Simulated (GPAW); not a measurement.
# NbSi2N4 monolayer: simulated STM images, part 2 of 2

Wanted: filled- and empty-state images of NbSi2N4 monolayer, with its work function.

GPAW 26.7.0; GPAW, PAW setups; layer in a repeated cell with vacuum, relaxation of atoms and in-plane cell (the session's first sound run).

So far. Step 2 (Relaxation): The relaxation lowered the energy of the cell by 0.287 eV (energies extrapolated to zero smearing; the optimiser's log prints free energies). The largest force left on a free atom is 0.0065 eV/Å.

### Step 3. The slab's potential

With the geometry fixed, the planar mean of the potential gives the vacuum level on each side.

This step: GPAW, PAW setups; slab in vacuum (GPAW 26.7.0).

The cell differs from the one that the last finished run ended in (c 21.159 → 21.084 Å).

File run.py:

```python
import json
import numpy as np
from ase import Atoms
from ase.dft.stm import STM
from gpaw import GPAW, PW

slab = Atoms(
    ['N', 'Si', 'N', 'Nb', 'N', 'Si', 'N'],
    positions=[
        [-0.00000, 0.00000, 7.00000],
        [-0.00000, 1.69537, 7.51911],
        [-0.00000, 1.69537, 9.27857],
        [-0.00000, -0.00000, 10.54175],
        [-0.00000, 1.69537, 11.80491],
        [-0.00000, 1.69537, 13.56437],
        [-0.00000, -0.00000, 14.08348]],
    cell=[[2.93648, 0.0, 0.0], [-1.46824, 2.54306, 0.0], [0.0, 0.0, 21.0835]],
    pbc=[True, True, False],
    magmoms=[0.0, 0.0, 0.0, 1.0, 0.0, 0.0, 0.0])

slab.calc = GPAW(mode=PW(500), xc='PBE', kpts={'size': (12, 12, 1), 'gamma': True},
                 occupations={'name': 'fermi-dirac', 'width': 0.05}, nbands='200%',
                 convergence={'density': 1e-05}, maxiter=200,
                 poissonsolver={'dipolelayer': 'xy'},
                 symmetry={'tolerance': 1e-3}, txt='slab.txt')
result = {}
energy = slab.get_potential_energy()
fermi = slab.calc.get_fermi_level()
v = slab.calc.get_electrostatic_potential().mean((0, 1)) - fermi
n = slab.calc.get_pseudo_density().mean((0, 1))
L = slab.cell[2, 2]
z = np.arange(len(v)) * L / len(v)
low, high = slab.positions[:, 2].min(), slab.positions[:, 2].max()
below, above = np.interp([low - 4.8, high + 4.8], z, v)
slopes = [np.interp(x, z, np.gradient(v, z)) for x in (low - 4.8, high + 4.8)]
eps = np.array([[slab.calc.get_eigenvalues(k, s) for k in range(len(slab.calc.get_ibz_k_points()))]
                for s in range(slab.calc.get_number_of_spins())]) - fermi
top, bottom = eps[eps < 0].max(), eps[eps > 0].min()
dipole = slab.get_dipole_moment()[2]
print(f'energy {energy:.4f} eV, Fermi level {fermi:.4f} eV, dipole {dipole:.5f} e A')
print(f'potential 4.8 A off the faces, from the Fermi level: lower {below:.4f} eV, upper {above:.4f} eV')
print(f'slope of the potential there: lower {slopes[0]:.5f}, upper {slopes[1]:.5f} eV/A')
print(f'nearest levels on the mesh: {top:.4f} and {bottom:.4f} eV')
print('magnetic moment', round(slab.get_magnetic_moment(), 3))
result.update(energy=energy, fermi=fermi, dipole=dipole, below=below, above=above, slopes=slopes, edges=[top, bottom],
              z=z.tolist(), v=v.tolist(), n=n.tolist(), positions=slab.positions.tolist(),
              forces=slab.get_forces(apply_constraint=False).tolist(), moments=slab.get_magnetic_moments().tolist())

# Images need the states of the whole zone, up to time reversal
slab.calc = slab.calc.fixed_density(symmetry={'point_group': False}, txt='states.txt', nbands='290%',
                                    convergence={'bands': 'CBM+1.8'})
stm = STM(slab)
result['stm'] = []
for bias in [-2.0, -1.0, 1.5]:
    height = high + 3.0
    current = stm.get_averaged_current(bias, height)
    x, y, h = stm.scan(bias, current)
    i, f = divmod(height / L * stm.ldos.shape[2], 1)
    I = abs((1 - f) * stm.ldos[:, :, int(i)] + f * stm.ldos[:, :, int(i) + 1])
    print(f'bias {bias} V: mean current at 3.0 A {current:.4e}, corrugation {np.ptp(h):.4f} A')
    result['stm'].append(dict(bias=bias, current=current, h=(h - high).tolist(), I=I.tolist()))
json.dump(result, open('result.json', 'w'))
```

Launch:

```console
> OMP_NUM_THREADS=1 OPENBLAS_NUM_THREADS=1 python run.py
```

The program printed:

```text
energy -58.7947 eV, Fermi level 1.3831 eV, dipole -0.00029 e A
potential 4.8 A off the faces, from the Fermi level: lower 5.4959 eV, upper 5.5028 eV
slope of the potential there: lower -0.00098, upper 0.00098 eV/A
nearest levels on the mesh: -0.0260 and 0.0584 eV
magnetic moment 0.863
bias -2.0 V: mean current at 3.0 A 2.4455e-05, corrugation 0.3566 A
bias -1.0 V: mean current at 3.0 A 2.2732e-06, corrugation 0.3364 A
bias 1.5 V: mean current at 3.0 A 5.3654e-06, corrugation 0.1797 A
```

It took 5.3 min on 1 thread of Intel Xeon Platinum 8488C (Sapphire Rapids), shared host; peak memory 1.1 GiB.

This step gave:

```yaml
dipole_along_the_normal: -2.95e-4 e·Å
levels_nearest_the_fermi_level_on_the_mesh: -0.02603, 0.05835 eV from the Fermi level
upper_work_function: 5.503 eV
lower_work_function: 5.496 eV
site_moments: 0.004021, 0.009180, 0.002477, 0.5426, 0.002477, 0.009180, 0.004021 μB
corrugation_minus_2: 0.3566 Å
corrugation_minus_1: 0.3364 Å
corrugation_1p5: 0.1797 Å
sum_of_the_site_moments: 0.5740 μB
```

The electrostatic potential energy of an electron (without an applied field's), less the Fermi level, planar mean oscillates, so the rows of the table below give means over windows of 1.04 Å about each position, cut where the curve ends. Its maxima inside the range that stand out by 2 % of the span (Å: eV): 8.7: 0.229, 9.7: -7.76, 11.4: -7.76, 12.4: 0.231. Its minima: 7.2: -22.8, 9.3: -12.5, 10.5: -27.2, 11.8: -12.5, 13.9: -22.8.

Table of electrostatic potential energy of an electron (without an applied field's), less the Fermi level, planar mean by z; means over each step:

```
z (Å)  electrostatic potential energy of an electron (without an applied field's), less the Fermi level, planar mean (eV)
 0.52                                                                                                                5.50
 1.56                                                                                                                5.50
 2.60                                                                                                                5.50
 3.64                                                                                                                5.49
 4.68                                                                                                                5.46
 5.72                                                                                                                4.59
 6.76                                                                                                               -11.3
 7.80                                                                                                               -13.6
 8.84                                                                                                               -4.13
 9.88                                                                                                               -13.5
10.92                                                                                                               -18.0
11.96                                                                                                               -6.64
13.00                                                                                                               -7.95
14.04                                                                                                               -17.1
15.08                                                                                                                3.21
16.12                                                                                                                5.42
17.16                                                                                                                5.50
18.20                                                                                                                5.50
19.24                                                                                                                5.50
20.28                                                                                                                5.50
```

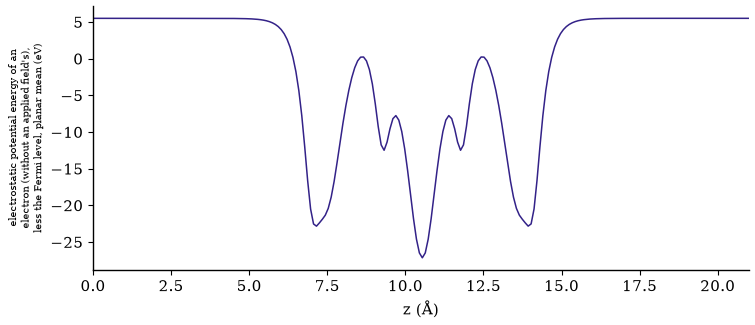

Electrostatic potential energy of an electron (without an applied field's), less the Fermi level, planar mean against z.

The pseudo valence density, planar mean oscillates, so the rows of the table below give means over windows of 1 Å about each position, cut where the curve ends. Its maxima inside the range that stand out by 2 % of the span (Å: e/Å³): 7.2: 0.854, 9.4: 0.766, 10.5: 1.60, 11.7: 0.766, 13.9: 0.854. Its minima: 8.3: 0.242, 9.8: 0.662, 11.3: 0.662, 12.8: 0.242.

Pseudo valence density, planar mean against z; means over each step:

| z (Å) | pseudo valence density, planar mean (e/Å³) |
| --- | --- |
| 3 | 1.0e-5 |
| 4 | 2.0e-4 |
| 5 | 0.00504 |
| 6 | 0.137 |
| 7 | 0.713 |
| 8 | 0.317 |
| 9 | 0.568 |
| 10 | 0.942 |
| 11 | 1.01 |
| 12 | 0.605 |
| 13 | 0.301 |
| 14 | 0.719 |
| 15 | 0.170 |
| 16 | 0.00667 |
| 17 | 2.6e-4 |
| 18 | 1.2e-5 |

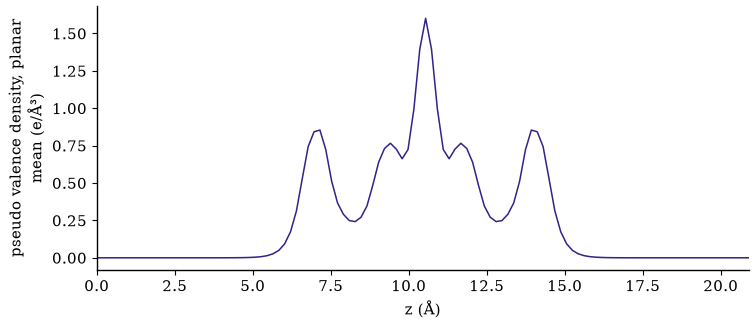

Pseudo valence density, planar mean, plotted against z.

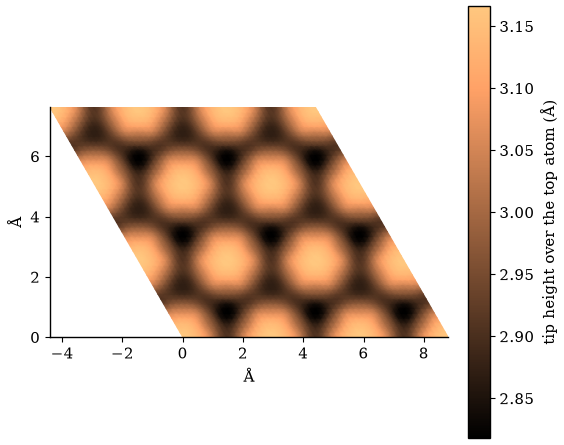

Tip height over the top atom over a1 and a2. Sample bias -2 V, constant current at the mean current 3.0 Å over the top atom. The cell is repeated, with its origin at the lower left corner.

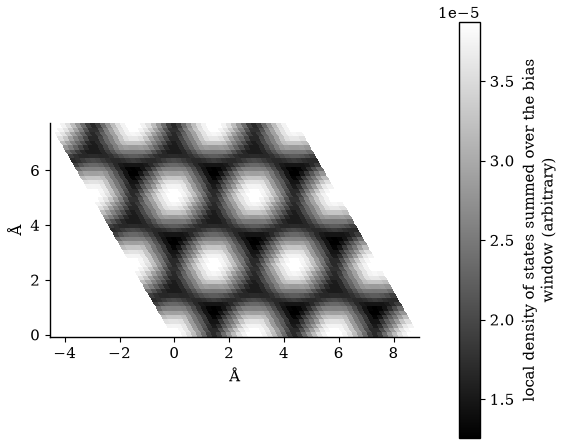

Local density of states summed over the bias window over a1 and a2. Sample bias -2 V, constant height 3.0 Å over the top atom. The cell is repeated, with its origin at the lower left corner.

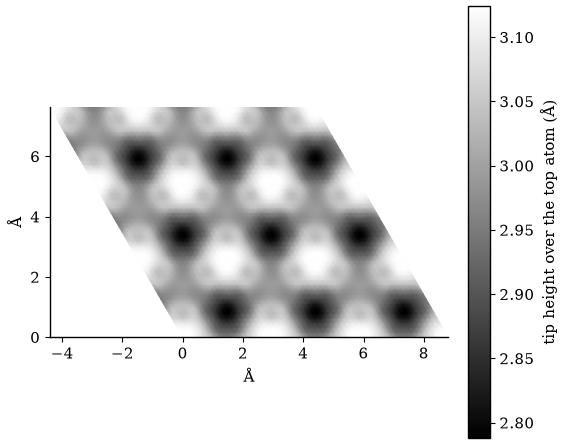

Tip height over the top atom over a1 and a2. Sample bias -1 V, constant current at the mean current 3.0 Å over the top atom. The cell is repeated, with its origin at the lower left corner.

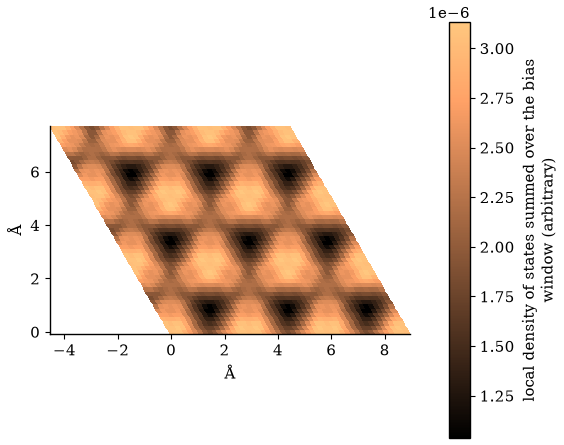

Local density of states summed over the bias window over a1 and a2. Sample bias -1 V, constant height 3.0 Å over the top atom. The cell is repeated, with its origin at the lower left corner.

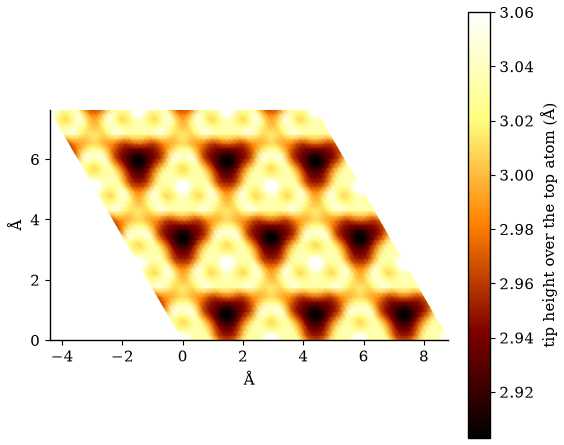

Tip height over the top atom over a1 and a2. Sample bias 1.5 V, constant current at the mean current 3.0 Å over the top atom. The cell is repeated, with its origin at the lower left corner.

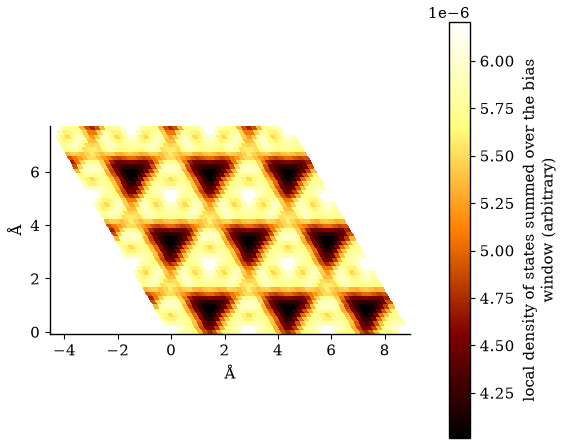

Local density of states summed over the bias window over a1 and a2. Sample bias 1.5 V, constant height 3.0 Å over the top atom. The cell is repeated, with its origin at the lower left corner.

Force by atom:

| atom | x (eV/Å) | y (eV/Å) | z (eV/Å) | size |
| --- | --- | --- | --- | --- |
| N1 | 0.000 | 0.000 | -0.185 | 0.185 |
| Si2 | 0.000 | 0.000 | 0.029 | 0.029 |
| N3 | 0.000 | 0.000 | 0.040 | 0.040 |
| Nb4 | 0.000 | 0.000 | 0.000 | 0.000 |
| N5 | 0.000 | 0.000 | -0.040 | 0.040 |
| Si6 | 0.000 | 0.000 | -0.029 | 0.029 |
| N7 | 0.000 | 0.000 | 0.185 | 0.185 |

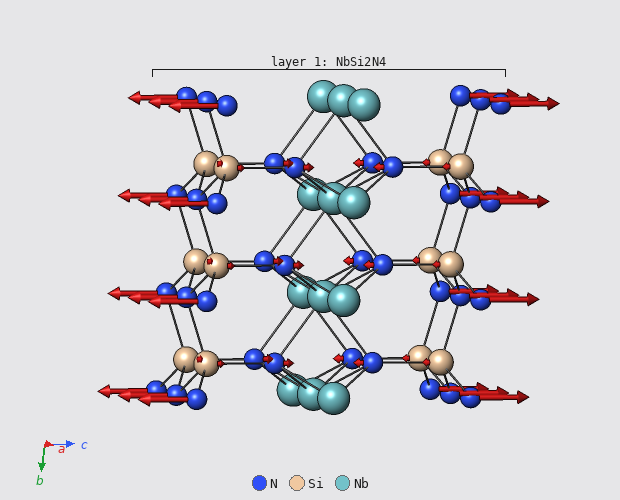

Force as arrows, the longest 0.185 eV/Å. Bonds to atoms that aren't drawn are left out. 2×3×1 cells are drawn. Some periodic images of atoms are drawn too.

The potential is flat to 9.8e-4 eV/Å where it is read, so the vacuum is wide enough.

### Step 4. Summary of results

```
work function, upper and lower face : 5.503 and 5.496 eV
dipole along the normal             : -2.9e-4 e Å
corrugation at -2 V                 : 0.357 Å
corrugation at -1 V                 : 0.336 Å
corrugation at 1.5 V                : 0.180 Å as printed, 0.14 Å or less without short-wave noise
```

What this shows: At 1.5 V GPAW's map carries short-wave noise, which can't be real at this height: without waves under 1.5 Å it spans 0.14 Å against 0.18 Å printed. The reading below uses the filtered value, which may still be too high. The corrugation at constant current is largest at -2 V, where the tip height varies by 0.36 Å over the cell. Negative sample bias images filled states, positive bias empty ones. The images are of Tersoff-Hamann type: an s-wave tip, no tip-sample forces, heights closer than in a microscope. The small printed dipole stands for a step of 7.1 meV from the lower to the upper face, and the probes find 6.9 meV; values this small are near the numerical noise of both. One magnetic start was tried; another order may lie lower. The layer's cell and atoms come from the relaxation; spin-orbit coupling and temperature are left out.

[Logs are printed without paths, hosts, clocks, repeated set-up lines and the standing remarks that a program may print on its own settings, such as how far it seeks lower states.]

[Hosts, paths, dates, database ids (printed as entryN), source tags and the programs' standing remarks are cut or masked in the printed files.]
